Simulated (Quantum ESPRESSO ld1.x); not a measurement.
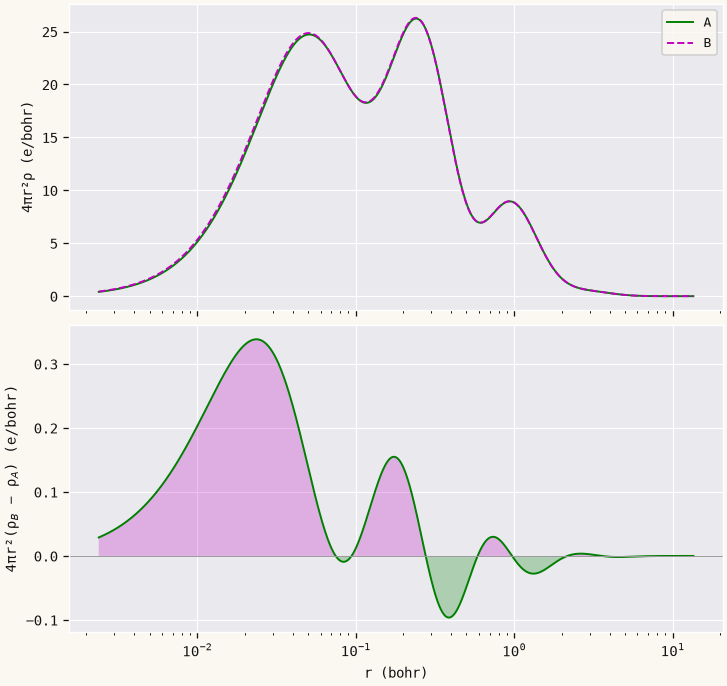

The scandium ion Sc⁺ in [Ar] 3d1 4s1 (open shells shared over both j by 2j + 1) was computed with two values of the speed of light (atomic units): c = 137.036; c = 411.108. Theory: Dirac Kohn-Sham, PBEsol, spin-unpolarised, spherical densities, point nucleus (computed with Quantum ESPRESSO ld1.x 7.5).

The plot shows both radial densities and the radial density of run B less that of run A; on the logarithmic r axis, areas aren't charges.

Assign A and B and describe the change of the density.

Answer. A is c = 411.108; B is c = 137.036. B holds 0.040 electrons more than A where the difference is positive (most at r = 0.024 bohr) and 0.040 electrons fewer where it is negative (most at r = 0.39 bohr), with no net change.
